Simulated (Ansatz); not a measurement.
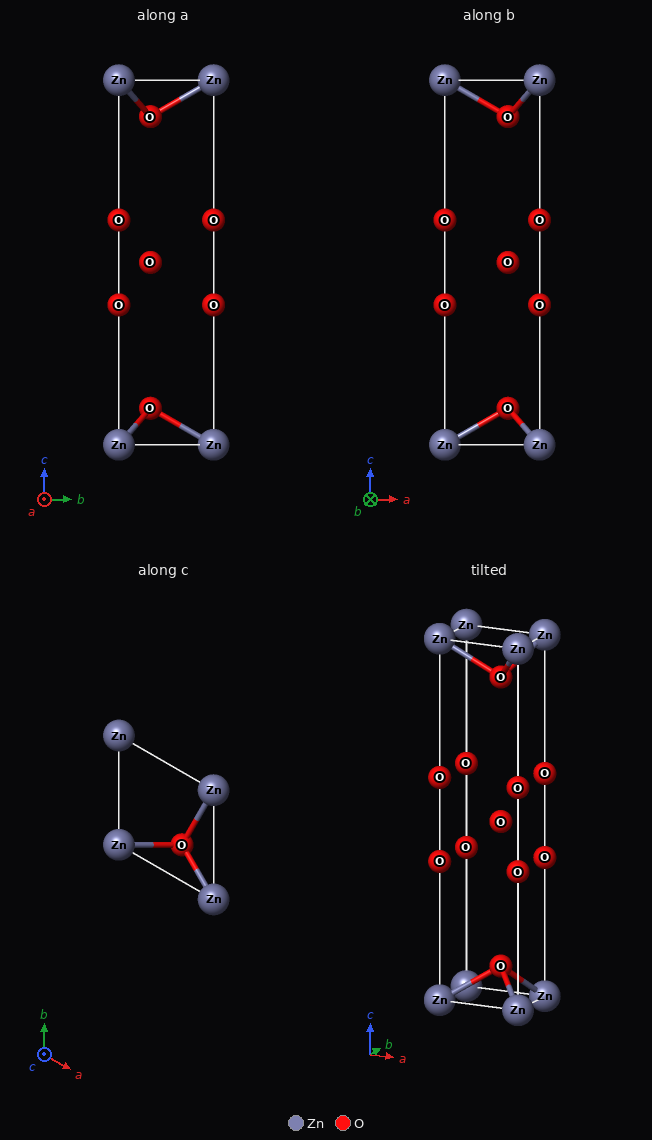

The structure above is drawn in ball-and-stick style and viewed along the a axis, along the b axis, along the c axis and slightly off an axis. The edges of the conventional unit cell are marked.

Lattice parameters: a = 3.1353 Å, b = 3.1353 Å, c = 10.4617 Å, α = 90.000°, β = 90.000°, γ = 120.000°.

**Express the structure as a CIF in P1 with every atom of the cell, with free fractional coordinates to two decimals.**

```cif
data_structure
_symmetry_space_group_name_H-M 'P 1'
_symmetry_Int_Tables_number 1
_cell_length_a 3.1353
_cell_length_b 3.1353
_cell_length_c 10.4617
_cell_angle_alpha 90.000
_cell_angle_beta 90.000
_cell_angle_gamma 120.000
_cell_volume 89.06
loop_
_atom_site_label
_atom_site_type_symbol
_atom_site_fract_x
_atom_site_fract_y
_atom_site_fract_z
_atom_site_occupancy
Zn1 Zn 0.00 0.00 0.00 1
O1 O 0.6667 0.3333 0.10 1
O2 O 0.00 0.00 0.38 1
O3 O 0.6667 0.3333 0.50 1
O4 O 0.00 0.00 0.62 1
O5 O 0.6667 0.3333 0.90 1
```

Origin of the cell: a structure type filled with these elements by a generator (whether the compound takes this form wasn't checked). What is shown is the relaxed result from DFT PBE, scalar-relativistic, plane waves, PAW in Ansatz 0.2.0.
